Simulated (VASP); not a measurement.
Band structure of KI (relaxed from the NiAs type structure, space group P6_3/mmc). Computed with PBEsol GGA, VASP's PBE PAW potentials (set 64) (plane waves; VASP).

Unless said otherwise, spin-orbit coupling is left out, though it shifts the bands of the heavy elements here.

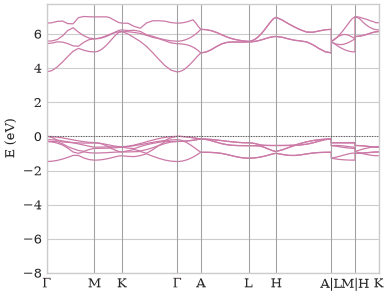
Fig. 1. Bands along high-symmetry lines, zero at the valence-band maximum or, without a gap, the Fermi level

Task: Read the plot: is there a gap, and where are the band edges?

Result: The gap is direct, 3.77 eV, from the valence maximum at Γ to the conduction minimum at Γ. (Edges off the drawn lines would not show.)

The structure was generated: KI was put into the NiAs type type (P6_3/mmc), which need not be its known phase. It was relaxed first, which changed the volume by -11 %.
